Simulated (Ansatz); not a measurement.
```xyz
9

B    -0.1272    0.8558   -0.1495
F     0.0878    1.5855    0.9179
H     0.7773    0.5890   -0.8953
Cl   -1.7524    0.2944   -0.4697
Si   -0.2142   -2.8466    1.1422
H    -0.2574   -3.0530   -0.3350
H     0.4896   -3.9952    1.7879
H    -1.6020   -2.7371    1.6810
H     0.5343   -1.5874    1.4427
```

Level of theory: Ansatz 0.2.0, RKS PBE0/def2-SVP.

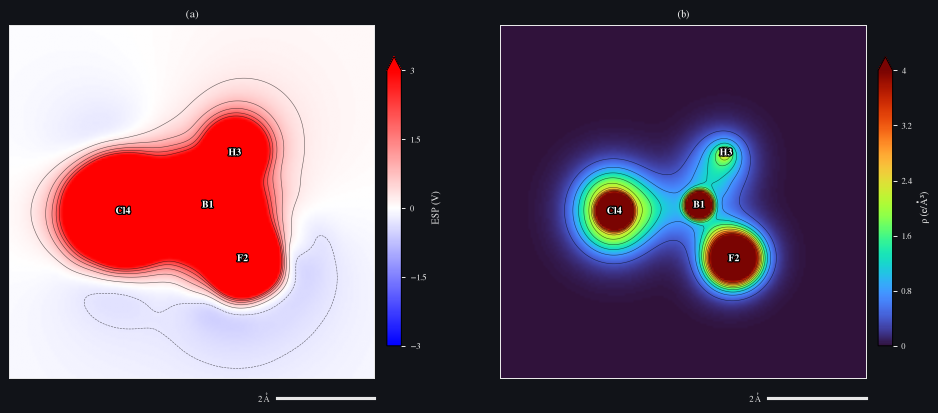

BClFH···SiH4. (a) molecular electrostatic potential; (b) total electron density on the plane of atoms H3, B1 and Cl4.

> What does the map show?

The section cuts through B, F, H and Cl sites.
B–F (1.31 Å): the density is about 2.3 e/Å³ at the midpoint.
B–Cl (1.75 Å): ρ is about 1.4 e/Å³ halfway.
B–H (1.20 Å): ρ is about 1.3 e/Å³ halfway.
Outside the dense part of the complex the potential is most negative (−0.5 V) near F2.
